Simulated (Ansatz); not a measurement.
H5NSi

Input file:

```
crystal:
  periodic: [false, false, false]
  atoms:
    - {symbol: Si, position_ang: [-0.645778, -0.293376, 1.163164]}
    - {symbol: N, position_ang: [0.264865, -0.286673, -0.657781]}
    - {symbol: H, position_ang: [-0.383441, -0.605682, -1.369481]}
    - {symbol: H, position_ang: [-1.417911, 0.951784, 0.727996]}
    - {symbol: H, position_ang: [0.530757, 0.520421, 1.701033]}
    - {symbol: H, position_ang: [0.596790, 0.636438, -0.913673]}
    - {symbol: H, position_ang: [1.054618, -0.923011, -0.651259]}
basis:
  gaussian: {orbitals: def2-TZVPP}
hamiltonian: {xc: pbe0, dispersion: d4}
output: {orbitals: {seedname: orbitals}}
```

Run with:

```sh
ansatz run in.yaml --threads 2 --pin off --events-out ev --progress --plain --max-ram 4352MiB
```

The product side of a reaction path; geometry: PBE0-D4/def2-TZVP.

Computed with RKS PBE0-D4/def2-TZVPP in Ansatz 0.2.0.

### What can the converged electron density and electron localisation function tell about the bonding?

Si–N (2.04 Å): ρ at the midpoint is about 0.58 e/Å³, with its minimum of 0.45 e/Å³ about 0.8 Å from Si; the ELF peaks at about 0.95 in the valence shell of N, 0.7 Å from its nucleus, and is about 0.75 at the midpoint.
N–H (1.01 Å): ρ is about 3 e/Å³ halfway; the ELF climbs to about 1 towards the hydrogen, as it does in any bond to H (a covalent bond by its length).

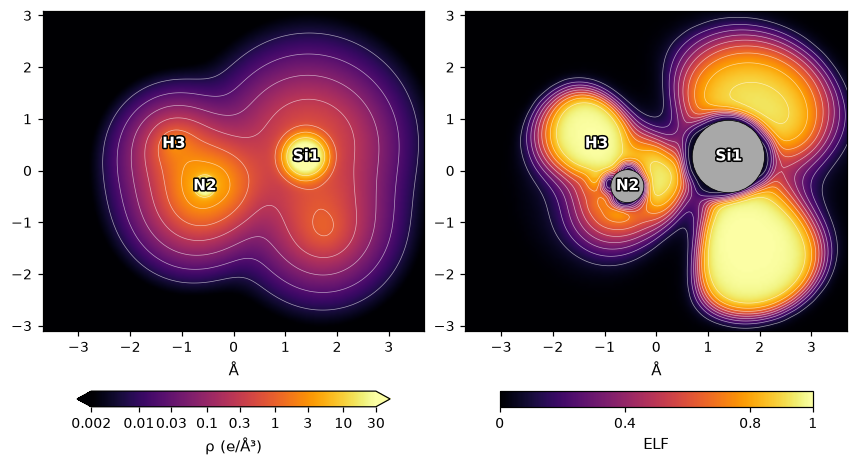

Computed electron density and electron localisation function on the plane of atoms Si1, N2 and H3, in this order. Grey discs cover the atomic cores in the ELF map. 
